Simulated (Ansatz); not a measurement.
# AlBH$_{4}$O···HCl: what the fields show

Input file:

```
crystal:
  periodic: [false, false, false]
  atoms:
    - { symbol: B, position_ang: [0.0, 0.0, 0.0] }
    - { symbol: Cl, position_ang: [0.0, 0.0, 2.21] }
    - { symbol: H, position_ang: [1.0305, 0.0, -0.595] }
    - { symbol: H, position_ang: [-1.0305, 0.0, -0.595] }
    - { symbol: O, position_ang: [0.0715, -1.6212, 0.5392] }
    - { symbol: Al, position_ang: [-0.7444, -2.995, -0.2453] }
    - { symbol: H, position_ang: [0.0056, -4.3518, -0.419] }
    - { symbol: H, position_ang: [-2.2093, -2.8421, -0.7592] }
    - { symbol: H, position_ang: [0.053, -1.2026, 1.6085] }
basis:
  gaussian: { orbitals: def2-SVP }
hamiltonian:
  xc: pbe
relax:
  f_tol: 0.15
  max_steps: 25
  restrain:
    - { distance: [0, 4], at: 1.41, k: 30.0 }
    - { distance: [8, 1], at: 1.37, k: 30.0 }
    - { distance: [0, 1], at: 3.06, k: 30.0 }
    - { distance: [8, 4], at: 2.21, k: 30.0 }
output:
  orbitals: {}
```

Command:

```sh
ansatz run input.yaml --threads 2 --pin off --max-ram 3072MiB --backend cpu --events-out ev --progress --plain --runs-dir out
```

The fields are those of the run's last geometry, not of the input's.

Not at a stationary point (largest force 1.0 eV/Å).

Theory: RKS PBE/def2-SVP (Ansatz).

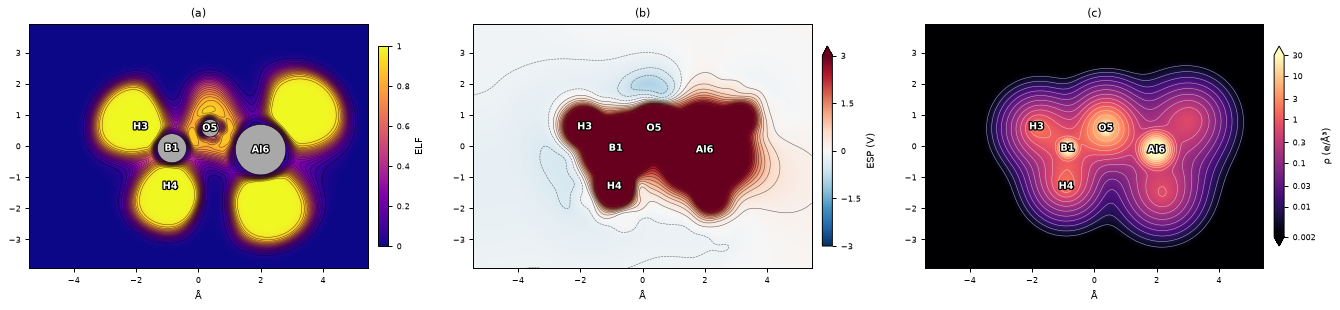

Figure 1. (a) ELF; (b) electrostatic potential; (c) total electron density on the plane of atoms H4, B1 and O5. Grey discs cover the atomic cores in the ELF map.

Q: What does the map show?

A: Atoms in the plane: B, H, O and Al.
B–O (1.39 Å): ρ is about 1.9 e/Å³ halfway; the ELF peaks at about 0.90 between the atoms (a shared but strongly polarised pair).
Al–O (1.76 Å): the density is about 0.74 e/Å³ at the midpoint; the ELF peaks at about 0.90 in the valence shell of O, 0.6 Å from its nucleus, and is about 0.40 at the midpoint.
B–H (1.22 Å): ρ at the midpoint is about 1.2 e/Å³; the ELF climbs to about 1 towards the hydrogen, as it does in any bond to H; a covalent bond by its length.
The ELF also peaks beside O5, away from the bonds: lone-pair regions.
Outside the dense part of the complex the potential is most negative (−0.9 V) near O5.

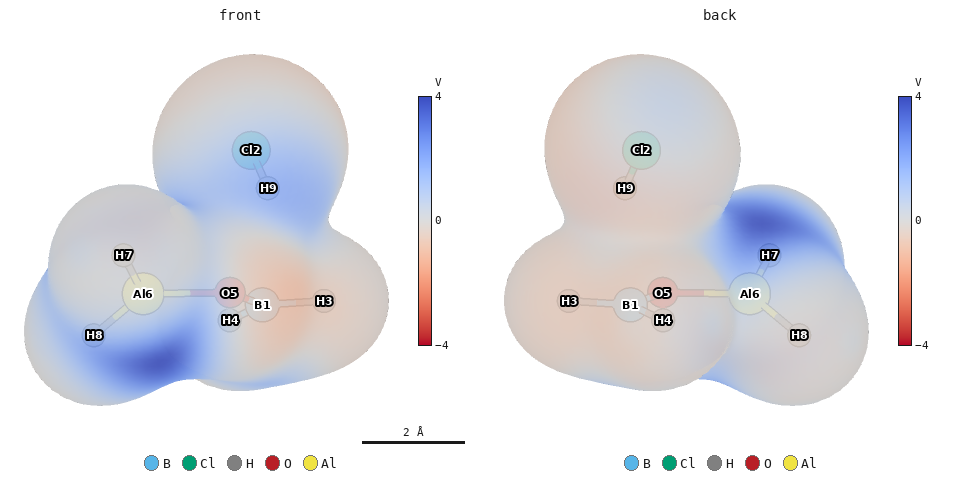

Figure 2. The molecular electrostatic potential painted on the density surface at 0.002 e/bohr³, seen from the front and from behind; red is negative and blue positive.

Q: Where is the surface potential most negative and most positive?

A: The most negative region (about −0.9 V, or −21 kcal/mol for a unit charge) lies over O5, the most positive (about +3.6 V, or +83 kcal/mol for a unit charge) over Al6. Cl2 shows a σ-hole: about +0.4 V, or +9 kcal/mol for a unit charge at the tip opposite its bond, against about −0.2 V on its flanks.

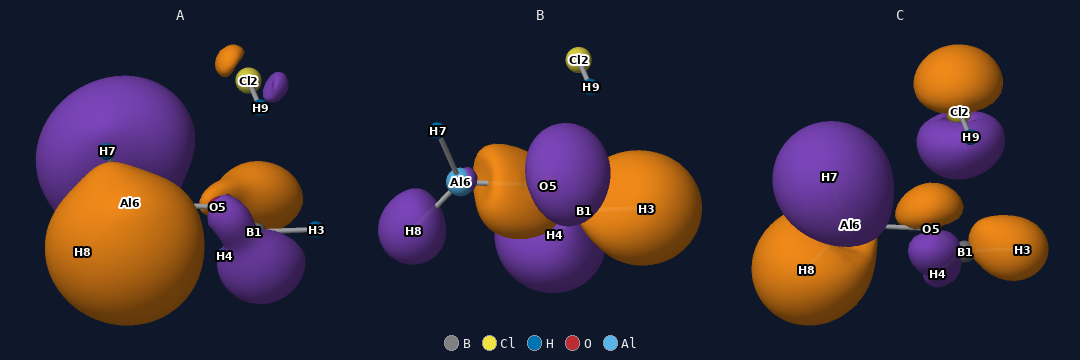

Figure 3. Three frontier orbitals at ±0.08 Å⁻³ᐟ² (orange and purple are the two phases), in no order.

Q: Order the three orbitals by energy and name them.

A: C is the HOMO−1 (−7.56 eV). By Hirshfeld shares it lies mainly on Al6 (about 25 %), H7 (about 25 %), H8 (about 20 %) and Cl2 (about 15 %). B is the HOMO (−6.67 eV). Its weight (Hirshfeld) is mainly on O5 (about 35 %), B1 (about 20 %), H4 (about 20 %) and H3 (about 15 %). A is the LUMO (−2.36 eV). Its weight (Hirshfeld) is mainly on Al6 (about 70 %) and B1 (about 10 %).

Q: What is the HOMO–LUMO gap?

A: 4.31 eV between the orbital energies.
